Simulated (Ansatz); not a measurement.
**GeBr2: structure and electronic state**

Aim: characterise GeBr2 as a singlet: its structure, frontier levels and distribution of charge.

Method: RKS PBE0-D4/def2-TZVP; program: Ansatz 0.2.0, Gaussian basis.

The runs, in order: relaxation at PBE0-D4/def2-TZVP; a search for the lowest solution at PBE0-D4/def2-SVP; a single point at PBE0-D4/def2-TZVP.

### 1 The starting structure

3 atoms, charge 0, spin multiplicity 1.

Atoms are counted from 1 here; the program's logs count them from 0.

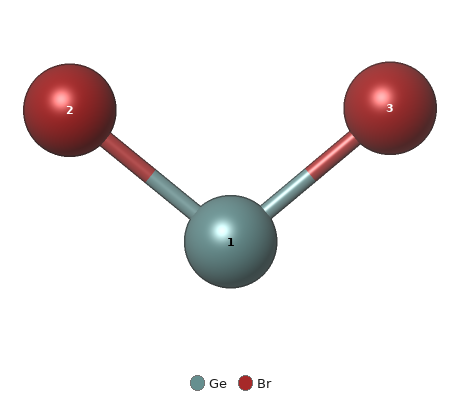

As it starts; germanium teal, bromine red; atoms are numbered from 1 in the order of the file.

The start is a GFN2-xTB geometry.

### 2 Optimising with PBE0-D4/def2-TZVP

File in.yaml:

```yaml
crystal:
  periodic: [false, false, false]
  atoms:
    - {symbol: Ge, position_ang: [0.005460, -0.007060, -1.003790]}
    - {symbol: Br, position_ang: [1.817660, -0.019230, 0.512170]}
    - {symbol: Br, position_ang: [-1.823110, 0.026290, 0.491630]}
basis:
  gaussian: {orbitals: def2-TZVP}
hamiltonian: {xc: pbe0, dispersion: d4}
scf: {lower_state_search: "off"}
output: {orbitals: {seedname: orbitals}}
relax: {f_tol: 0.02, max_steps: 100}
```

Launch:

```console
$ ansatz run in.yaml --threads 4 --pin off --events-out ev --progress --plain --max-ram 3916MiB
```

What it wrote, shortened:

```text
Functional definition: PBE0
  name "PBE0"
  cite "Adamo & Barone, J. Chem. Phys. 110, 6158 (1999) doi:10.1063/1.478522"
  cite "Perdew, Burke & Ernzerhof, Phys. Rev. Lett. 77, 3865 (1996) doi:10.1103/PhysRevLett.77.3865"
  parent pbe
[...]
1019 factors; integrals over basis functions are off by at most 3.1e-4 eV
[...]
mean field -196590.01639645 eV, -7224.5498490703 hartree, gradient 2.0e-6 eV, S^2 0.000000; 0 other end points of the search recorded, 0 dependent functions left out
[...]
reference -196590.01641952 eV, -7224.5498499181 hartree; 51, 51 occupied and 93, 93 virtual orbitals, 1019 factors
relax step   1: F+E_penalty+E_count = -196590.11328168 eV  Δ(F+E_penalty+E_count) = +0.000e0 eV  max|allowed force component| = 3.371e-1 eV/Å  Δτ_max = 0.0000 Å  (16 SCF iters, accepted)
[...]
relax step   2: F+E_penalty+E_count = -196590.11883526 eV  Δ(F+E_penalty+E_count) = -5.554e-3 eV  max|allowed force component| = 5.287e-2 eV/Å  Δτ_max = 0.0193 Å  (26 SCF iters, accepted)
[...]
relax step   3: F+E_penalty+E_count = -196590.11899565 eV  Δ(F+E_penalty+E_count) = -1.604e-4 eV  max|allowed force component| = 3.293e-3 eV/Å  Δτ_max = 0.0043 Å  (16 SCF iters, accepted)
Total energy: -196590.11901865 eV, -7224.5536203666 hartree
Atom 0 at     0.005491    -0.006984    -0.992811 Å, force     0.000098    -0.000024    -0.003293 eV/Å
Atom 1 at     1.803518    -0.019092     0.506562 Å, force    -0.001403     0.000029     0.001606 eV/Å
Atom 2 at    -1.809000     0.026076     0.486259 Å, force     0.001305    -0.000005     0.001687 eV/Å
Dipole moment:     0.002069    -0.002646    -0.376149 e Å
Checks for a lower state left out: stability, starts, cluster_reference, orbital_swaps, neighbouring_geometries, increment
```

It took 17 s on 4 threads of Intel Xeon at 2.50GHz, shared host.

The steps of the relaxation:

| step | energy from step 1 (eV) | largest force component (eV/Å) |
| --- | --- | --- |
| 1 | 0.0000 | 0.3371 |
| 2 | -0.0056 | 0.0529 |
| 3 | -0.0057 | 0.0033 |

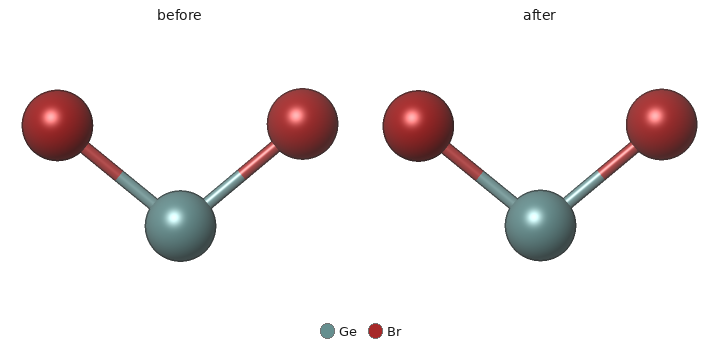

Before and after, at one scale.

Close pairs (by a distance rule), those that changed most:

| bond | before (Å) | after (Å) | change (Å) |
| --- | --- | --- | --- |
| Ge1–Br2 | 2.363 | 2.341 | -0.022 |
| Ge1–Br3 | 2.362 | 2.341 | -0.021 |

Bonds by kind at the end (by distance):

| bond | count | shortest (Å) | longest (Å) |
| --- | --- | --- | --- |
| Br–Ge | 2 | 2.341 | 2.341 |

### 3 Searching for the lowest solution, PBE0-D4/def2-SVP

start.molden holds the orbitals of an earlier run on this state, given as this run's starting guess.

File in.yaml:

```yaml
crystal:
  periodic: [false, false, false]
  atoms:
    - {symbol: Ge, position_ang: [0.005491, -0.006984, -0.992811]}
    - {symbol: Br, position_ang: [1.803518, -0.019092, 0.506562]}
    - {symbol: Br, position_ang: [-1.809000, 0.026076, 0.486259]}
basis:
  gaussian: {orbitals: def2-SVP, initial_orbitals: start.molden}
hamiltonian: {xc: pbe0, dispersion: d4}
output: {orbitals: {seedname: orbitals}}
```

Launched as before.

What it wrote:

```text
Functional definition: PBE0
  name "PBE0"
  cite "Adamo & Barone, J. Chem. Phys. 110, 6158 (1999) doi:10.1063/1.478522"
  cite "Perdew, Burke & Ernzerhof, Phys. Rev. Lett. 77, 3865 (1996) doi:10.1103/PhysRevLett.77.3865"
  parent pbe
  parameter a = 0.25
  parameter kappa = 0.804
  parameter beta = 0.06672455060314922
  exchange = (1 - a)*pbe_x(kappa = kappa, mu = beta*pi^2/3) + a*exact_x
  correlation = pbe_c(beta = beta)
923 factors; integrals over basis functions are off by at most 6.2e-4 eV
mean field evaluation 1: about -196565.8275 eV, gradient 6.6e0 eV
mean field evaluation 2: about -196565.8696 eV, gradient 5.1e-2 eV
mean field evaluation 4: about -196565.8728 eV, gradient 2.8e-5 eV
mean field evaluation 8: about -196565.8648 eV, gradient 2.1e0 eV
mean field evaluation 16: about -196565.8728 eV, gradient 1.3e-3 eV
mean field -196565.87280046 eV, -7223.6625882827 hartree, gradient 7.8e-5 eV, S^2 0.000000; 1 other end points of the search recorded, 0 dependent functions left out
reference -196565.87282146 eV, -7223.6625890547 hartree; 51, 51 occupied and 45, 45 virtual orbitals, 923 factors
Total energy: -196565.97007504 eV, -7223.6661630579 hartree
```

Run time: 3.8 s. Hardware: 4 threads of Intel Xeon at 2.50GHz, shared host.

Report: HOMO -7.72 eV, LUMO -3.17 eV.

### 4 Single point, PBE0-D4/def2-TZVP

in.yaml: that of step 3 with these lines changed.

```diff
@@ -7,4 +7,5 @@
 basis:
-  gaussian: {orbitals: def2-SVP, initial_orbitals: start.molden}
+  gaussian: {orbitals: def2-TZVP, initial_orbitals: start.molden}
 hamiltonian: {xc: pbe0, dispersion: d4}
+scf: {omitted_lower_state_checks: [starts]}
 output: {orbitals: {seedname: orbitals}}
```

Same command.

What it wrote, shortened:

```text
Functional definition: PBE0
  name "PBE0"
  cite "Adamo & Barone, J. Chem. Phys. 110, 6158 (1999) doi:10.1063/1.478522"
  cite "Perdew, Burke & Ernzerhof, Phys. Rev. Lett. 77, 3865 (1996) doi:10.1103/PhysRevLett.77.3865"
  parent pbe
[...]
981 factors; integrals over basis functions are off by at most 4.9e-4 eV
[...]
mean field -196590.02173624 eV, -7224.5500453041 hartree, gradient 2.2e-5 eV, S^2 0.000000; 0 other end points of the search recorded, 0 dependent functions left out
reference -196590.02175924 eV, -7224.5500461492 hartree; 51, 51 occupied and 93, 93 virtual orbitals, 981 factors
Total energy: -196590.11901282 eV, -7224.5536201524 hartree
Checks for a lower state left out: starts
```

Wall time 6.5 s (4 threads of Intel Xeon at 2.50GHz, shared host).

HOMO -7.79 eV, LUMO -3.22 eV.

Mulliken charges, from this run's orbitals:

| atom | value (e) |
| --- | --- |
| Ge1 | 0.57 |
| Br2 | -0.28 |
| Br3 | -0.28 |

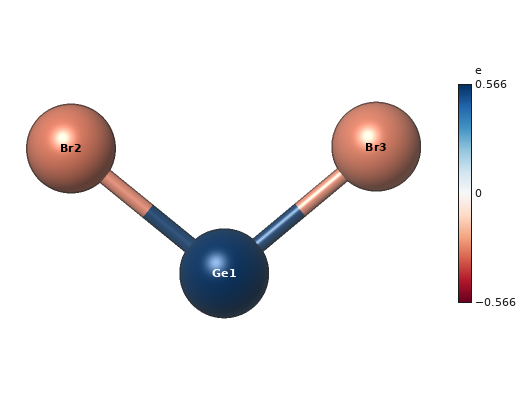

Mulliken charges, from this run's orbitals, as colours on the atoms.

Largest Mayer bond orders: Ge1–Br2 1.11; Ge1–Br3 1.11.

### 5 Results

```
                       quantity                            value
                    point group                              C2v
                 commonest bond  Br–Ge, 2 of mean length 2.341 Å
HOMO, LUMO at PBE0-D4/def2-TZVP                  -7.79, -3.22 eV
    dipole at PBE0-D4/def2-TZVP                           1.81 D
```

What this shows: The molecule keeps its bonding pattern by the stored test; the atoms moved 0.01 Å (rms). No usable vibrations, so a minimum isn't proven.
